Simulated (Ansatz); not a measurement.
Ge14H20: single-point calculation

The run: single-point calculation of Ge14H20 (Ge14H20 off sphere). Method and program: RKS PBE0-D4/def2-TZVP (Ansatz 0.2.0).

The geometry comes from this level: PBE-D4/def2-SVP.

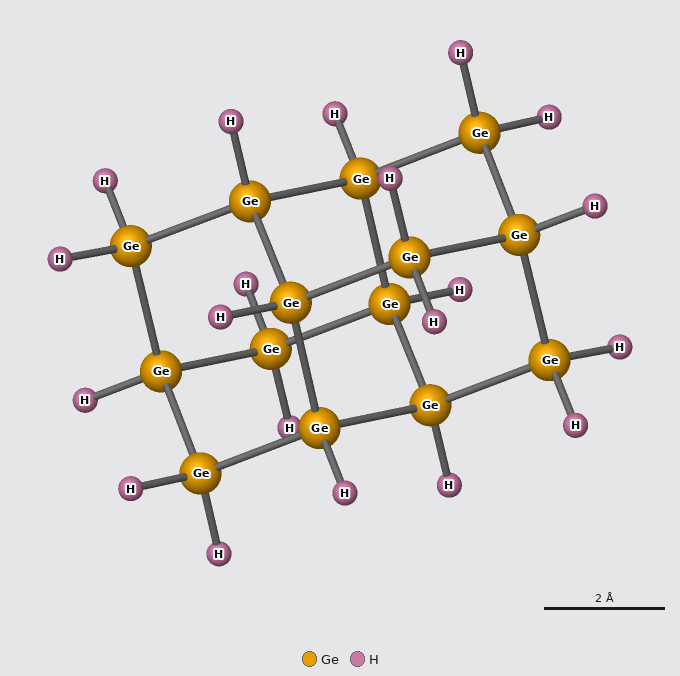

Fig. 1: The structure (ball-and-stick view, seen at a tilt). Sticks mark near contacts.

**Results in brief**

```tsv
quantity	value
outcome	converged
total energy	−791492.3208 eV
mean-field energy	−791490.4126 eV
dispersion energy	−1.9082 eV
SCF solution under orbital rotations	stable
HOMO	−7.04 eV
LUMO	−0.97 eV
hardware	4 CPU threads, shared host
wall time	21 s (CPU time 20 s)
peak memory	1.2 GiB
```

**The input**
```yaml
crystal:
  periodic: [false, false, false]
  atoms:
    - {symbol: Ge, position_ang: [0.713266, -3.542151, 0.713723]}
    - {symbol: Ge, position_ang: [-2.128474, 2.130681, -2.126263]}
    - {symbol: Ge, position_ang: [0.691312, -0.697605, -2.121618]}
    - {symbol: Ge, position_ang: [-2.123858, -0.695397, 0.697538]}
    - {symbol: Ge, position_ang: [0.717461, -0.719528, 3.539034]}
    - {symbol: Ge, position_ang: [0.695326, 2.120084, 0.697486]}
    - {symbol: Ge, position_ang: [3.540510, -0.715873, 0.711763]}
    - {symbol: Ge, position_ang: [-3.540826, 0.719333, -0.711556]}
    - {symbol: Ge, position_ang: [-0.700069, -2.123077, -0.694759]}
    - {symbol: Ge, position_ang: [2.129974, -2.131053, 2.124446]}
    - {symbol: Ge, position_ang: [-0.715369, 0.718451, -3.539525]}
    - {symbol: Ge, position_ang: [-0.711523, 3.541266, -0.715263]}
    - {symbol: Ge, position_ang: [2.118900, 0.694135, -0.696988]}
    - {symbol: Ge, position_ang: [-0.695317, 0.693431, 2.123929]}
    - {symbol: H, position_ang: [1.598089, -4.458299, -0.183482]}
    - {symbol: H, position_ang: [-0.180075, -4.456595, 1.604215]}
    - {symbol: H, position_ang: [-3.029574, 3.032917, -3.026999]}
    - {symbol: H, position_ang: [1.595990, -1.602928, -3.017339]}
    - {symbol: H, position_ang: [-3.021030, -1.599200, 1.602304]}
    - {symbol: H, position_ang: [-0.176826, -1.609072, 4.453491]}
    - {symbol: H, position_ang: [1.605654, 0.174515, 4.455036]}
    - {symbol: H, position_ang: [1.602975, 3.013503, 1.602110]}
    - {symbol: H, position_ang: [4.457375, -1.601560, -0.183817]}
    - {symbol: H, position_ang: [4.453702, 0.180241, 1.600740]}
    - {symbol: H, position_ang: [-4.460126, -0.172848, -1.598231]}
    - {symbol: H, position_ang: [-4.451948, 1.609369, 0.185656]}
    - {symbol: H, position_ang: [-1.606330, -3.018098, -1.599202]}
    - {symbol: H, position_ang: [3.031943, -3.033092, 3.024513]}
    - {symbol: H, position_ang: [-1.601940, -0.170693, -4.461769]}
    - {symbol: H, position_ang: [0.184946, 1.608559, -4.447525]}
    - {symbol: H, position_ang: [0.188373, 4.449233, -1.605828]}
    - {symbol: H, position_ang: [-1.595653, 4.463591, 0.176219]}
    - {symbol: H, position_ang: [3.011932, 1.599953, -1.603875]}
    - {symbol: H, position_ang: [-1.598807, 1.597806, 3.021835]}
basis:
  gaussian: {orbitals: def2-TZVP, fitting: {mean_field: def2-universal-jkfit}, initial_orbitals: start.molden}
hamiltonian: {xc: pbe0, dispersion: d4}
scf: {omitted_lower_state_checks: [starts]}
output: {orbitals: {seedname: orbitals}}
```

Command:
```bash
ansatz run in.yaml --threads 4 --pin off --events-out ev --progress --plain --max-ram 66560MiB --backend cuda --devices 0, --max-vram 37GiB
```

**Output**
```
Functional definition: PBE0
  name "PBE0"
  cite "Adamo & Barone, J. Chem. Phys. 110, 6158 (1999) doi:10.1063/1.478522"
  cite "Perdew, Burke & Ernzerhof, Phys. Rev. Lett. 77, 3865 (1996) doi:10.1103/PhysRevLett.77.3865"
  parent pbe
  parameter a = 0.25
  parameter kappa = 0.804
  parameter beta = 0.06672455060314922
  exchange = (1 - a)*pbe_x(kappa = kappa, mu = beta*pi^2/3) + a*exact_x
  correlation = pbe_c(beta = beta)
these checks for a lower state are left out or cut short: starts
4084 factors; integrals over basis functions are off by at most 6.2e-1 eV
mean field evaluation 1: about -791484.2540 eV, gradient 3.8e2 eV
mean field evaluation 2: about -791490.1841 eV, gradient 9.9e0 eV
mean field evaluation 4: about -791490.4120 eV, gradient 2.3e-1 eV
mean field evaluation 8: about -791490.4125 eV, gradient 1.5e-5 eV
mean field -791490.41250523 eV, -29086.7361680967 hartree, gradient 1.5e-5 eV, S^2 0.000000; 0 other end points of the search recorded, 0 dependent functions left out
reference -791490.41257758 eV, -29086.7361707556 hartree; 234, 234 occupied and 558, 558 virtual orbitals, 4084 factors
Total energy: -791492.32079741 eV, -29086.8062965410 hartree
Checks for a lower state left out: starts
```

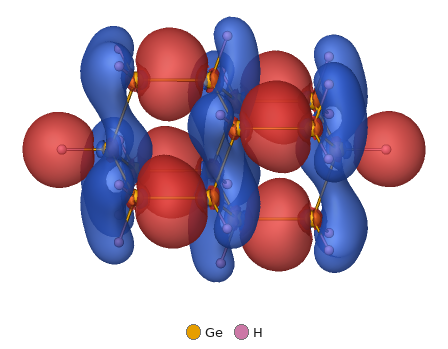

Fig. 2: One frontier orbital at ±0.03 Å⁻³ᐟ² (blue and red are the two phases), seen from the side. The HOMO, at −7.04 eV. It is spread over the whole molecule; it is gerade (even under inversion).

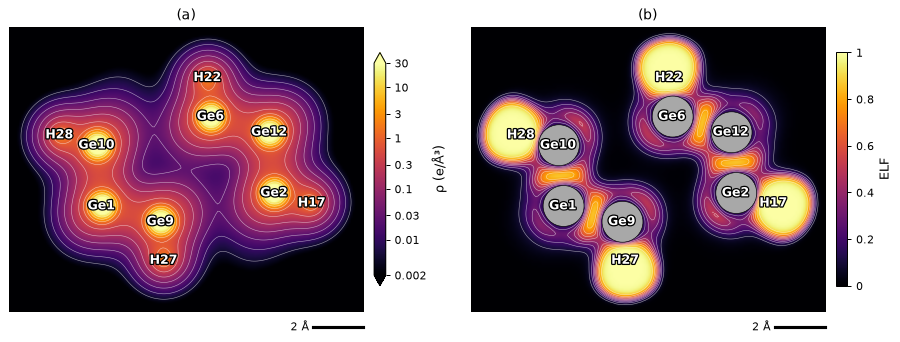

Fig. 3: (a) total electron density; (b) ELF on the plane of atoms Ge1, Ge9 and H27. Grey discs, where drawn, cover atomic cores. The section cuts through Ge and H sites. Ge–Ge (2.45 Å): ρ at the midpoint is about 0.55 e/Å³; the ELF peaks at about 0.85 between the atoms, which marks a covalent bond.

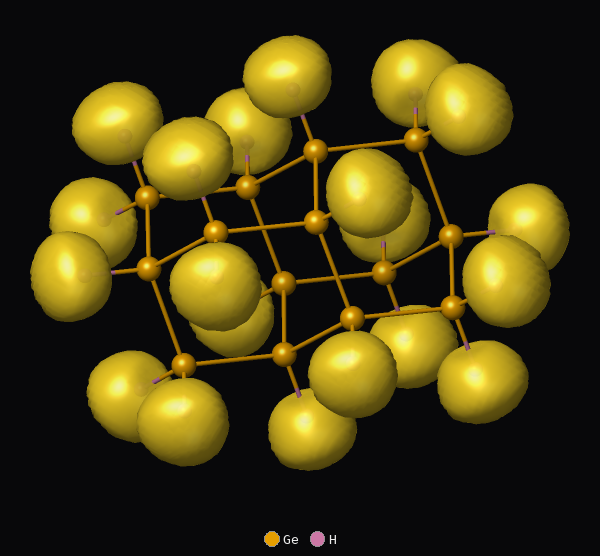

Fig. 4: Isosurface of the ELF at 0.9 (yellow), seen at a tilt. Core shells and regions of very low density are left out. Values along the shortest contacts: Ge–H (1.56 Å): the ELF climbs to about 1 towards the hydrogen.

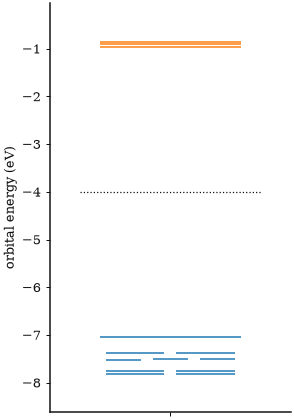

Fig. 5: Orbital energies near the frontier; the dotted line parts filled from empty levels, and levels within 0.02 eV of each other stand side by side. Highest filled −7.04 eV, lowest empty −0.97 eV, 6.07 eV apart.
